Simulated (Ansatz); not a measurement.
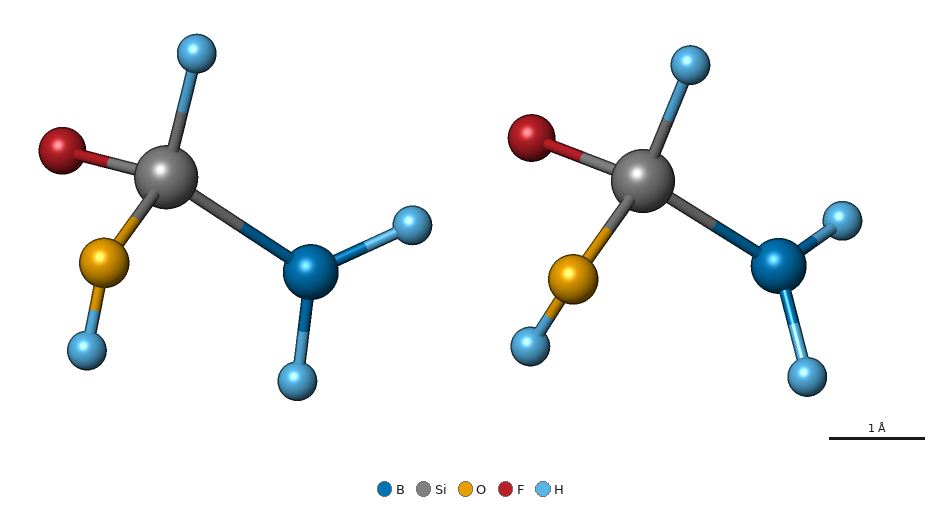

Two geometries of BSiH4OF, drawn at one scale. One is the start of a relaxation, the other its converged end. Style: ball-and-stick. Shown at a tilt.

Method: RKS PBE0-D4/6-31G* (Ansatz 0.2.0). Set-up: no spin polarisation; force threshold 0.02 eV/Å; at most 50 steps.

**Which of the two is the end point?**

The left one is the relaxed one. The run prepares an end point of a later path (hydrogen shift) calculation, from a guessed geometry. The largest move after the best rigid fit is that of an H atom, 0.82 Å. Largest moves by element: H 0.82 Å, O 0.18 Å, F 0.15 Å, B 0.09 Å, Si 0.08 Å. Among the contacts that change: B–Si 1.877 → 2.018 Å, F–Si 1.676 → 1.618 Å, O–Si 1.710 → 1.656 Å, B–H 1.250 → 1.200 Å. Bond angles that change, for instance: B–Si–H 109.8° → 117.1°, Si–O–H 108.9° → 115.6°, B–Si–F 111.7° → 106.6°. Groups turn about B–Si by about 50°. The energy falls by 38.3 kJ/mol in 16 accepted moves (20 points after the start). Largest force component: 2.9 eV/Å at the start, 0.015 eV/Å at the end. The line search rejected the trial steps at points 3, 7, 10, 18 of the run. Cost: 43 s on 1 thread of Intel(R) Xeon(R) Platinum 8488C (Sapphire Rapids), with other jobs on the host, peak memory 0.18 GiB.
